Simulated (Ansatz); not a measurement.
# Al: a line through an energy map

Aim: follow the energy of Al (Im-3m, No. 229; 4 atoms in the cell) along one coordinate, slide along a2, with the other held at slide along a1 = 0.2.

Computed with Ansatz 0.2.0 (DFT PBEsol, scalar-relativistic, plane waves, PAW, unless a step's input says otherwise).

3 further runs of the same task are left out: 3 set aside as unsound or not needed. Runs told in other sessions of the task aren't counted.

**1. The structure to begin with**

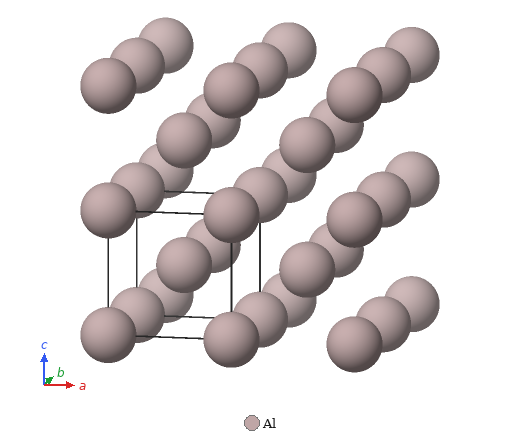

Start, viewed slightly off an axis; aluminium light grey. 2×2×2 cells are drawn. Atoms on the faces are drawn again on the opposite ones. The cell drawn here is the conventional one.

As a file:

```
Al
1.0
    -1.60632    1.60632    1.60632
     1.60632   -1.60632    1.60632
     1.60632    1.60632   -1.60632
Al
1
Direct
  0.00000 0.00000 0.00000
```

It goes back to an entry of the Materials Project, which need not be the stable form.

This cell was relaxed beforehand with the same method: volume 16.58 Å³/atom, gap on the mesh none (metal).

**2. Plan of the line**

Gamma surface: rigid slide across a plane, one fault a cell; the plane is (0 1 1) of the conventional cell.

- slide along a1: 10 values from 0.0 to 0.9, periodic
- slide along a2: 10 values from 0.0 to 0.9, periodic

Nothing else is relaxed (rigid halves, spacing across the cut fixed). Energies count from the perfect crystal. Points are written as (first, second).

The two vectors of the plane (Å): (-1.606, 1.606, -1.606); (-1.606, -1.606, 1.606).

**3. Grid point (2/10, 2/10) of the map's two axes**

Contents of input.yaml:

```yaml
crystal:
  lattice:
    - [-1.6063180831, 1.6063180831, -1.6063180831]
    - [-1.6063180831, -1.6063180831, 1.6063180831]
    - [-0.6425272332, 6.4252723326, 6.4252723326]
  atoms:
    - { symbol: Al, position: [-0.175, -0.175, 0.875] }
    - { symbol: Al, position: [0.475, 0.475, 0.125] }
    - { symbol: Al, position: [-0.075, -0.075, 0.375] }
    - { symbol: Al, position: [0.375, 0.375, 0.625] }
basis:
  ecutwfc: 420
kpoints:
  mp_grid: { grid: [16, 16, 5] }
hamiltonian:
  xc: pbesol
  pseudopotentials: { kind: paw, azcp: { folder: soft_1 } }
scf:
  occupations: { method: gaussian, width: 0.15 }
output:
  forces: true
  stress: true
  eigenvalues: true
```

The run is started by

```console
ansatz run input.yaml --threads 2 --pin off --max-ram 4096MiB --backend cpu --events-out ev --progress --plain --runs-dir out
```

The log of the run, cut to the lines that bear on the results:

```text
Warning: <dir> the record states the generating functional pbe (its physics header spells it `PBE`), which answers neither for hamiltonian.xc's functional nor for the pbesol family's — results may be inconsistent (PPs are generated against a specific XC)
Warning: RAYON_NUM_THREADS=2 ignored (pool sized by the plan → 2); use --threads N
[...]
Pseudopotentials: kind: paw
Pseudopotential: Al, paw, valence charge 3, recommended cutoff 420 eV (normal), <dir>
Functional definition: PBEsol
[...]
Crystal: 4 atoms, lattice volume = 66.315 Å³
Basis set: ecut = 420 eV, 1305 PW (Γ), exchange–correlation on 40×40×128 points (8 copies of the dense FFT grid, shifted against one another)
Bands: 10, of which v1, the nominal top of the filled ones, is band 6 counted from 1 (5 counted from 0)
Symmetry: 4 space group operations
Space group: C2/m (ITA 12), of the structure as read, at distance tolerance 4.0e-5 Å
k-points: 345 of 1280
[...]
SCF iter   1: F=—  HF=-2097.815564 eV  |F-HF|=—  |Δ(HF+E_count)|=         —  Δρ=2.20e-2  dr2=3.70e-1  ethr=3.10e-3  ⟨swp⟩=6.2  Hψ=26205  notcnv=0
[...]
SCF iter   8: F=-2097.622756 eV  HF=-2097.622756 eV  |F-HF|=1.88e-10  |Δ(HF+E_count)|=   7.92e-9  Δρ=9.09e-7  dr2=3.93e-10  ethr=2.87e-10  ⟨swp⟩=2.0  Hψ=11034  notcnv=0
[...]
SCF converged after 8 iterations
Free energy (F): -2097.622756 eV
[...]
E sigma→0 (E₀):  -2097.613142 eV
Entropy (-TS):   -0.019229 eV (-4.807 meV/atom)
Fermi energy:    7.786790 eV
[...]
--- Forces (eV/Å), atoms counted from 1 ---
  atom   1  Al    -0.56992656    -0.58974699    -0.58974699
  atom   2  Al     0.56992656     0.58974699     0.58974699
  atom   3  Al    -0.02751859    -0.01954012    -0.01954012
  atom   4  Al     0.02751859     0.01954012     0.01954012
[...]
--- Stress (GPa, compression-positive) ---
        0.350959       1.880968       1.880968
        1.880968       2.132849       2.025713
        1.880968       2.025713       2.132849
  P = ⅓ Tr σ = 1.5389 GPa (15.389 kbar)
--- Band table (eV; the first three rows and the last of 345) ---
  k-point 0: bands = ["-3.2658", "-1.4913", "-1.4805", "3.5003", "3.9723", "11.9455", "12.1031", "16.1038", "16.1458", "16.9872"]
[...]
```

It took 14 s on 2 threads of Arm Neoverse N1, shared host; peak memory 0.47 GiB.

On the map this point reads 26 meV/Å².

**4. Point (2/10, 3/10) of the map's two axes**

Contents of input.yaml:

```yaml
crystal:
  lattice:
    - [-1.6063180831, 1.6063180831, -1.6063180831]
    - [-1.6063180831, -1.6063180831, 1.6063180831]
    - [-0.8031590416, 6.2646405243, 6.5859041409]
  atoms:
    - { symbol: Al, position: [-0.175, -0.2625, 0.875] }
    - { symbol: Al, position: [0.475, 0.4625, 0.125] }
    - { symbol: Al, position: [-0.075, -0.1125, 0.375] }
    - { symbol: Al, position: [0.375, 0.3125, 0.625] }
basis:
  ecutwfc: 420
kpoints:
  mp_grid: { grid: [16, 16, 5] }
hamiltonian:
  xc: pbesol
  pseudopotentials: { kind: paw, azcp: { folder: soft_1 } }
scf:
  occupations: { method: gaussian, width: 0.15 }
output:
  forces: true
  stress: true
  eigenvalues: true
```

The run is started by

```console
ansatz run input.yaml --threads 2 --pin off --max-ram 4096MiB --backend cpu --events-out ev --progress --plain --runs-dir out
```

The log of the run, cut to the lines that bear on the results:

```text
[...]
SCF converged after 8 iterations
Free energy (F): -2097.554858 eV
[...]
E sigma→0 (E₀):  -2097.545226 eV
Entropy (-TS):   -0.019265 eV (-4.816 meV/atom)
Fermi energy:    7.782286 eV
[...]
--- Forces (eV/Å), atoms counted from 1 ---
  atom   1  Al    -0.60272493    -0.68101067    -0.97392211
  atom   2  Al     0.60272493     0.68101067     0.97392211
  atom   3  Al    -0.02629611    -0.03306007    -0.02653056
  atom   4  Al     0.02629611     0.03306007     0.02653056
[...]
--- Stress (GPa, compression-positive) ---
        0.043799       1.849502       2.189725
        1.849502       1.925953       2.509905
        2.189725       2.509905       4.372617
  P = ⅓ Tr σ = 2.1141 GPa (21.141 kbar)
--- Band table (eV; the first three rows and the last of 642) ---
  k-point 0: bands = ["-3.2693", "-1.4967", "-1.4826", "3.4868", "3.9726", "11.8919", "12.1045", "16.1484", "16.2026", "16.8307"]
[...]
```

Wall time 26 s (2 threads of Arm Neoverse N1, shared host); peak memory 0.64 GiB.

That is 35 meV/Å² from the zero.

**5. Grid point (2/10, 4/10) of the map's two axes**

Contents of input.yaml:

```yaml
crystal:
  lattice:
    - [-1.6063180831, 1.6063180831, -1.6063180831]
    - [-1.6063180831, -1.6063180831, 1.6063180831]
    - [-0.9637908499, 6.104008716, 6.7465359492]
  atoms:
    - { symbol: Al, position: [-0.175, -0.35, 0.875] }
    - { symbol: Al, position: [0.475, 0.45, 0.125] }
    - { symbol: Al, position: [-0.075, -0.15, 0.375] }
    - { symbol: Al, position: [0.375, 0.25, 0.625] }
basis:
  ecutwfc: 420
kpoints:
  mp_grid: { grid: [16, 16, 5] }
hamiltonian:
  xc: pbesol
  pseudopotentials: { kind: paw, azcp: { folder: soft_1 } }
scf:
  occupations: { method: gaussian, width: 0.15 }
output:
  forces: true
  stress: true
  eigenvalues: true
```

The run is started by

```console
ansatz run input.yaml --threads 2 --pin off --max-ram 4096MiB --backend cpu --events-out ev --progress --plain --runs-dir out
```

The log of the run, cut to the lines that bear on the results:

```text
Warning: <dir> the record states the generating functional pbe (its physics header spells it `PBE`), which answers neither for hamiltonian.xc's functional nor for the pbesol family's — results may be inconsistent (PPs are generated against a specific XC)
Warning: RAYON_NUM_THREADS=2 ignored (pool sized by the plan → 2); use --threads N
[...]
[... 3 set-up lines as earlier in the session ...]
[...]
Crystal: 4 atoms, lattice volume = 66.315 Å³
Basis set: ecut = 420 eV, 1307 PW (Γ), exchange–correlation on 40×40×128 points (8 copies of the dense FFT grid, shifted against one another)
Bands: 10, of which v1, the nominal top of the filled ones, is band 6 counted from 1 (5 counted from 0)
Symmetry: 2 space group operations
Space group: P-1 (ITA 2), of the structure as read, at distance tolerance 4.0e-5 Å
k-points: 642 of 1280
[...]
SCF iter   1: F=—  HF=-2097.738262 eV  |F-HF|=—  |Δ(HF+E_count)|=         —  Δρ=2.25e-2  dr2=4.08e-1  ethr=3.10e-3  ⟨swp⟩=6.1  Hψ=48784  notcnv=0
[...]
SCF iter   8: F=-2097.540143 eV  HF=-2097.540143 eV  |F-HF|=1.07e-8  |Δ(HF+E_count)|=   2.41e-8  Δρ=1.69e-6  dr2=1.19e-8  ethr=8.33e-10  ⟨swp⟩=4.3  Hψ=29412  notcnv=0
[...]
SCF converged after 8 iterations
Free energy (F): -2097.540143 eV
[...]
E sigma→0 (E₀):  -2097.530497 eV
Entropy (-TS):   -0.019292 eV (-4.823 meV/atom)
Fermi energy:    7.774373 eV
[...]
--- Forces (eV/Å), atoms counted from 1 ---
  atom   1  Al    -0.51095941    -0.62566212    -1.21957295
  atom   2  Al     0.51095941     0.62566212     1.21957295
  atom   3  Al    -0.02205311    -0.03757011    -0.03419105
  atom   4  Al     0.02205311     0.03757011     0.03419105
[...]
--- Stress (GPa, compression-positive) ---
       -0.395484       1.538969       1.963141
        1.538969       1.564170       2.642984
        1.963141       2.642984       5.992127
  P = ⅓ Tr σ = 2.3869 GPa (23.869 kbar)
--- Band table (eV; the first three rows and the last of 642) ---
  k-point 0: bands = ["-3.2721", "-1.5003", "-1.4845", "3.4775", "3.9729", "11.8662", "12.1032", "16.1713", "16.2460", "16.7093"]
[...]
```

Run time: 24 s. Hardware: 2 threads of Arm Neoverse N1, shared host; peak memory 0.64 GiB.

That is 37 meV/Å² from the zero.

**6. Point (2/10, 6/10) of the map's two axes**

Contents of input.yaml:

```yaml
crystal:
  lattice:
    - [-1.6063180831, 1.6063180831, -1.6063180831]
    - [-1.6063180831, -1.6063180831, 1.6063180831]
    - [-1.2850544665, 5.7827450994, 7.0677995658]
  atoms:
    - { symbol: Al, position: [-0.175, -0.525, 0.875] }
    - { symbol: Al, position: [0.475, 0.425, 0.125] }
    - { symbol: Al, position: [-0.075, -0.225, 0.375] }
    - { symbol: Al, position: [0.375, 0.125, 0.625] }
basis:
  ecutwfc: 420
kpoints:
  mp_grid: { grid: [16, 16, 5] }
hamiltonian:
  xc: pbesol
  pseudopotentials: { kind: paw, azcp: { folder: soft_1 } }
scf:
  occupations: { method: gaussian, width: 0.15 }
output:
  forces: true
  stress: true
  eigenvalues: true
```

The run is started by

```console
ansatz run input.yaml --threads 2 --pin off --max-ram 4096MiB --backend cpu --events-out ev --progress --plain --runs-dir out
```

The log of the run, cut to the lines that bear on the results:

```text
[...]
SCF converged after 8 iterations
Free energy (F): -2097.672885 eV
[...]
E sigma→0 (E₀):  -2097.663305 eV
Entropy (-TS):   -0.019160 eV (-4.790 meV/atom)
Fermi energy:    7.780722 eV
[...]
--- Forces (eV/Å), atoms counted from 1 ---
  atom   1  Al    -0.13758444    -0.22609218    -0.98677400
  atom   2  Al     0.13758444     0.22609218     0.98677400
  atom   3  Al    -0.00874440    -0.01989916    -0.04127960
  atom   4  Al     0.00874440     0.01989916     0.04127960
[...]
--- Stress (GPa, compression-positive) ---
       -1.107374       0.362114       0.524243
        0.362114       0.214086       1.174740
        0.524243       1.174740       5.882402
  P = ⅓ Tr σ = 1.6630 GPa (16.630 kbar)
--- Band table (eV; the first three rows and the last of 642) ---
  k-point 0: bands = ["-3.2713", "-1.4971", "-1.4860", "3.4849", "3.9715", "11.9181", "12.0958", "16.1279", "16.1524", "16.7185"]
[...]
```

Run time: 24 s. Hardware: 2 threads of Arm Neoverse N1, shared host; peak memory 0.64 GiB.

That is 19 meV/Å² from the zero.

**7. Grid point (2/10, 7/10) of the map's two axes**

Contents of input.yaml:

```yaml
crystal:
  lattice:
    - [-1.6063180831, 1.6063180831, -1.6063180831]
    - [-1.6063180831, -1.6063180831, 1.6063180831]
    - [-1.4456862748, 5.622113291, 7.2284313742]
  atoms:
    - { symbol: Al, position: [-0.175, -0.6125, 0.875] }
    - { symbol: Al, position: [0.475, 0.4125, 0.125] }
    - { symbol: Al, position: [-0.075, -0.2625, 0.375] }
    - { symbol: Al, position: [0.375, 0.0625, 0.625] }
basis:
  ecutwfc: 420
kpoints:
  mp_grid: { grid: [16, 16, 5] }
hamiltonian:
  xc: pbesol
  pseudopotentials: { kind: paw, azcp: { folder: soft_1 } }
scf:
  occupations: { method: gaussian, width: 0.15 }
output:
  forces: true
  stress: true
  eigenvalues: true
  write_density: true
  write_potential: true
  elf: true
  volumetric_format: npy
```

The run is started by

```console
ansatz run input.yaml --threads 2 --pin off --max-ram 4096MiB --backend cpu --events-out ev --progress --plain --runs-dir out
```

The log of the run, cut to the lines that bear on the results:

```text
Warning: <dir> the record states the generating functional pbe (its physics header spells it `PBE`), which answers neither for hamiltonian.xc's functional nor for the pbesol family's — results may be inconsistent (PPs are generated against a specific XC)
Warning: RAYON_NUM_THREADS=2 ignored (pool sized by the plan → 2); use --threads N
[...]
[... 3 set-up lines as earlier in the session ...]
[...]
Crystal: 4 atoms, lattice volume = 66.315 Å³
Basis set: ecut = 420 eV, 1303 PW (Γ), exchange–correlation on 40×40×128 points (8 copies of the dense FFT grid, shifted against one another)
Bands: 10, of which v1, the nominal top of the filled ones, is band 6 counted from 1 (5 counted from 0)
[... 2 set-up lines as earlier in the session ...]
k-points: 642 of 1280
[...]
SCF iter   1: F=—  HF=-2097.959686 eV  |F-HF|=—  |Δ(HF+E_count)|=         —  Δρ=2.20e-2  dr2=3.72e-1  ethr=3.10e-3  ⟨swp⟩=6.1  Hψ=48944  notcnv=0
[...]
SCF iter   7: F=-2097.768713 eV  HF=-2097.768713 eV  |F-HF|=3.50e-8  |Δ(HF+E_count)|=   7.41e-7  Δρ=9.60e-6  dr2=6.05e-8  ethr=8.33e-10  ⟨swp⟩=7.0  Hψ=43259  notcnv=0
[...]
SCF converged after 7 iterations
Free energy (F): -2097.768713 eV
[...]
E sigma→0 (E₀):  -2097.759646 eV
Entropy (-TS):   -0.018134 eV (-4.534 meV/atom)
Fermi energy:    7.789338 eV
[...]
--- Forces (eV/Å), atoms counted from 1 ---
  atom   1  Al    -0.01515587    -0.04886585    -0.61145444
  atom   2  Al     0.01515587     0.04886585     0.61145444
  atom   3  Al    -0.00437929    -0.00565273    -0.03739156
  atom   4  Al     0.00437929     0.00565273     0.03739156
[...]
--- Stress (GPa, compression-positive) ---
       -1.053646       0.110673       0.054865
        0.110673      -0.109868       0.144766
        0.054865       0.144765       3.999145
  P = ⅓ Tr σ = 0.9452 GPa (9.452 kbar)
--- Band table (eV; the first three rows and the last of 642) ---
  k-point 0: bands = ["-3.2681", "-1.4909", "-1.4854", "3.4984", "3.9707", "11.9777", "12.0931", "16.0779", "16.0921", "16.7754"]
[...]
```

It took 30 s on 2 threads of Arm Neoverse N1, shared host; peak memory 0.63 GiB.

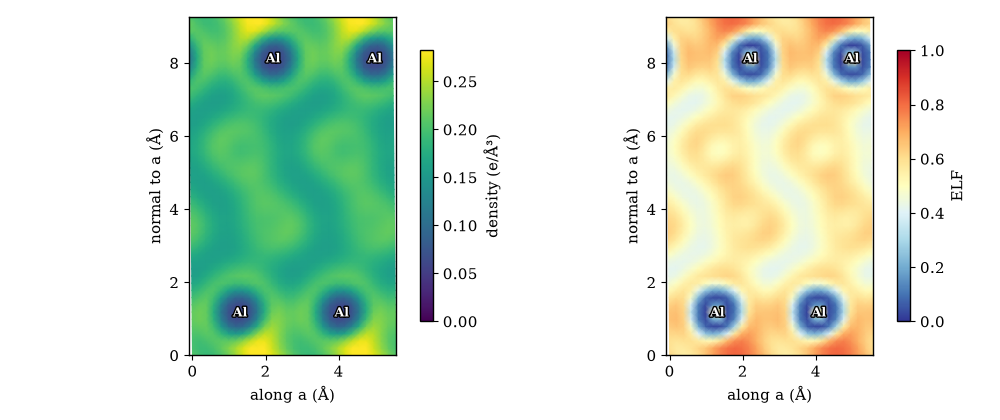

Density (left) and ELF (right) in a lattice plane of the grid's cell (edges 2.78 and 9.27 Å, at 0.387 of the third edge), which holds Al. Only atoms in the plane are labelled. Both are smooth fields of the valence electrons: close to the nuclei they are not physical.

Maxima of ELF outside the ion cores: 0.81 on the Al–Al line, 1.2 Å from Al.

That is 6 meV/Å² from the zero.

**8. Grid point (2/10, 8/10) of the map's two axes**

Contents of input.yaml:

```yaml
crystal:
  lattice:
    - [-1.6063180831, 1.6063180831, -1.6063180831]
    - [-1.6063180831, -1.6063180831, 1.6063180831]
    - [-1.6063180831, 5.4614814827, 7.3890631825]
  atoms:
    - { symbol: Al, position: [-0.175, -0.7, 0.875] }
    - { symbol: Al, position: [0.475, 0.4, 0.125] }
    - { symbol: Al, position: [-0.075, -0.3, 0.375] }
    - { symbol: Al, position: [0.375, 0.0, 0.625] }
basis:
  ecutwfc: 420
kpoints:
  mp_grid: { grid: [16, 16, 5] }
hamiltonian:
  xc: pbesol
  pseudopotentials: { kind: paw, azcp: { folder: soft_1 } }
scf:
  occupations: { method: gaussian, width: 0.15 }
output:
  forces: true
  stress: true
  eigenvalues: true
```

The run is started by

```console
ansatz run input.yaml --threads 2 --pin off --max-ram 4096MiB --backend cpu --events-out ev --progress --plain --runs-dir out
```

The log of the run, cut to the lines that bear on the results:

```text
[...]
SCF converged after 8 iterations
Free energy (F): -2097.831696 eV
[...]
E sigma→0 (E₀):  -2097.821795 eV
Entropy (-TS):   -0.019803 eV (-4.951 meV/atom)
Fermi energy:    7.799783 eV
[...]
--- Forces (eV/Å), atoms counted from 1 ---
  atom   1  Al     0.00053600     0.02260751    -0.24825484
  atom   2  Al    -0.00053600    -0.02260751     0.24825484
  atom   3  Al    -0.00190216     0.00568469    -0.03369753
  atom   4  Al     0.00190216    -0.00568469     0.03369753
[...]
--- Stress (GPa, compression-positive) ---
       -0.825543       0.209344       0.124542
        0.209344       0.237053      -0.564881
        0.124542      -0.564881       1.618457
  P = ⅓ Tr σ = 0.3433 GPa (3.433 kbar)
--- Band table (eV; the first three rows and the last of 642) ---
  k-point 0: bands = ["-3.2646", "-1.4851", "-1.4836", "3.5120", "3.9708", "12.0344", "12.0925", "16.0304", "16.0609", "16.8686"]
[...]
```

It took 24 s on 2 threads of Arm Neoverse N1, shared host; peak memory 0.64 GiB.

Energy on the map's scale: −3.0 meV/Å².

**9. Results**

```
slide along a2  step  energy (meV/Å²)  slope (meV/Å² per unit fraction)  pressure (GPa)  largest force on an atom (eV/Å)
           0.0     –              1.4                                91            0.28                             0.32
           0.1     –               13                               129            0.84                             0.63
           0.2     3               26                               119            1.54                             1.01
           0.3     4               35                                61            2.11                             1.33
           0.4     5               37                               −22            2.39                             1.46
           0.5     –               31                               −97            2.22                             1.34
           0.6     6               19                              −136            1.66                             1.02
           0.7     7                6                              −117            0.94                             0.61
           0.8     8             −3.0                               −50            0.34                             0.25
           0.9     –             −4.6                                23            0.09                             0.10
```

Energies count from the perfect crystal. Rows without a step come from runs not printed here or follow by symmetry. Slopes come from the forces (and the stress, where the cell changes), not from differences of energies.

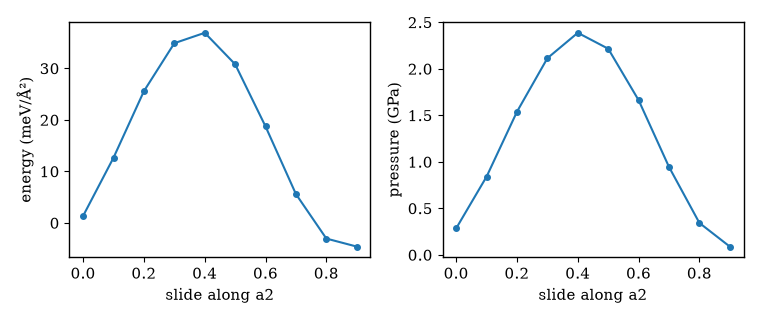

Energy and pressure along the line.

The lowest point computed on the line is at 0.9, −4.6 meV/Å² from the zero. The highest point computed, at 0.4, lies 42 meV/Å² above the lowest. This is one cut through a surface in two coordinates; it holds the lowest point sampled, which need not be a minimum. With the other coordinates free, the energies away from the reference would be the same or lower.
